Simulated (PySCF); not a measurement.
C6H12NP (SMILES CC=P1(N(C)C)C=C1)

```yaml
atoms:
  - { symbol: C, position_ang: [2.7452, -0.2799, -1.1368] }
  - { symbol: C, position_ang: [1.3732, -0.7267, -0.7308] }
  - { symbol: P, position_ang: [0.3937, 0.1490, 0.2806] }
  - { symbol: N, position_ang: [-1.2171, -0.2886, 0.1092] }
  - { symbol: C, position_ang: [-2.1635, -0.1991, 1.1886] }
  - { symbol: C, position_ang: [-1.7851, -0.5535, -1.1921] }
  - { symbol: C, position_ang: [0.6165, 0.9375, 1.8681] }
  - { symbol: C, position_ang: [0.7895, 1.7762, 0.8304] }
  - { symbol: H, position_ang: [2.9149, 0.7801, -0.8832] }
  - { symbol: H, position_ang: [2.9021, -0.3657, -2.2272] }
  - { symbol: H, position_ang: [3.5590, -0.8523, -0.6526] }
  - { symbol: H, position_ang: [1.0608, -1.7622, -0.8928] }
  - { symbol: H, position_ang: [-2.9194, 0.5890, 1.0088] }
  - { symbol: H, position_ang: [-1.6498, 0.0336, 2.1316] }
  - { symbol: H, position_ang: [-2.6987, -1.1564, 1.3234] }
  - { symbol: H, position_ang: [-2.5238, 0.2208, -1.4750] }
  - { symbol: H, position_ang: [-2.2979, -1.5317, -1.2062] }
  - { symbol: H, position_ang: [-0.9827, -0.5721, -1.9411] }
  - { symbol: H, position_ang: [0.7297, 0.9873, 2.9577] }
  - { symbol: H, position_ang: [1.0998, 2.8156, 0.6770] }
```

Geometry: PBE0-D3(BJ)/def2-SVP.

Computed with B3LYP/def2-SVPD, SCF density, gas phase (PySCF 2.14.0).

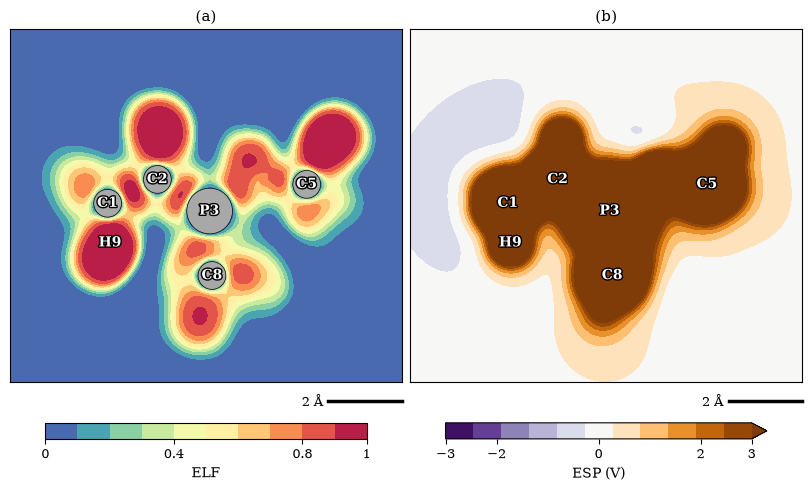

Figure 1. (a) ELF; (b) electrostatic potential on the plane of atoms C1, C2 and P3. Grey discs cover the atomic cores in the ELF map.

What does the map show?

- Atoms in the plane: C, P and H.
- C–P (1.66 Å): the ELF peaks at about 0.90 between the atoms (a covalent bond).
- C–H (1.10 Å): the ELF climbs to about 1 towards the hydrogen, as it does in any bond to H (an ordinary covalent bond to hydrogen).
- C–C (1.50 Å): the ELF peaks at about 0.95 between the atoms (a shared electron pair).
- C–P (1.76 Å): the ELF peaks at about 0.80 between the atoms: a covalent bond.
- The ELF also peaks beside N4, away from the bonds: lone-pair regions.
- Outside the dense part of the molecule the potential is most negative (−0.4 V) near C1.

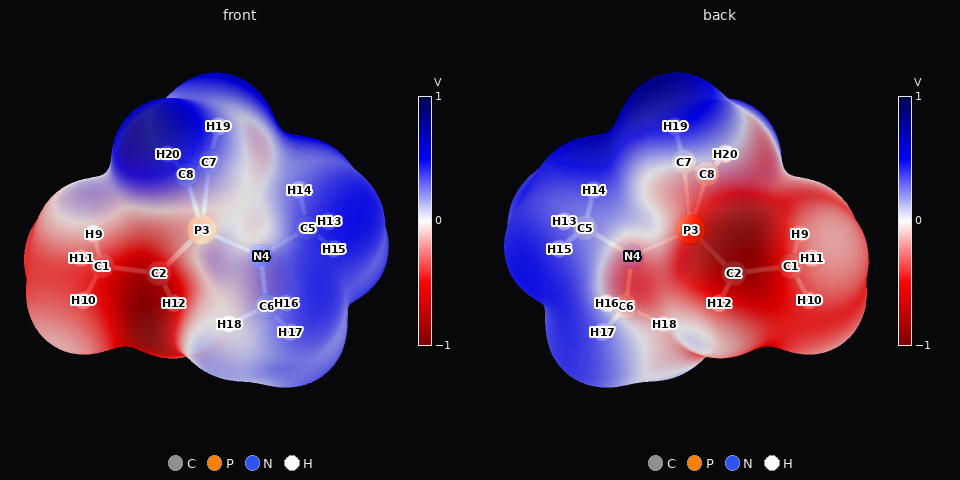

Figure 2. The electrostatic potential painted on the density surface at 0.001 e/bohr³, seen from the front and from behind; the colour scale runs from red (negative) to blue (positive).

Which sites attract a positive test charge, and which a negative one?

A positive charge is drawn to the negative regions and a negative charge to the positive ones. The most negative region (about −1.0 V, or −23 kcal/mol for a unit charge) lies over C2, the most positive (about +0.8 V, or +18 kcal/mol for a unit charge) over H19 and H20.

How polar is the molecule by this calculation?

Its dipole moment is 2.48 D.
